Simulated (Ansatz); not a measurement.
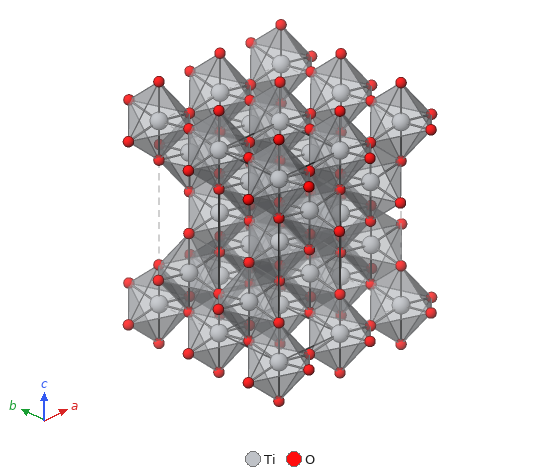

Polyhedra are drawn about Ti (bonds: O–Ti below 2.2 Å); other atoms are plain spheres.

TiO2 (space group I4_1/amd, No. 141): coordinates from a relaxation at a target pressure of 15 GPa with Ansatz 0.2.0, DFT PBE, scalar-relativistic, plane waves, PAW.

Sharing among the drawn polyhedra:

```tsv
site	polyhedron	corner-sharing neighbours	edge-sharing	face-sharing	bond (Å)
Ti	TiO6 octahedron	4	4	0	1.91–1.96
```

They form a three-dimensional framework of corner- and edge-sharing octahedra.
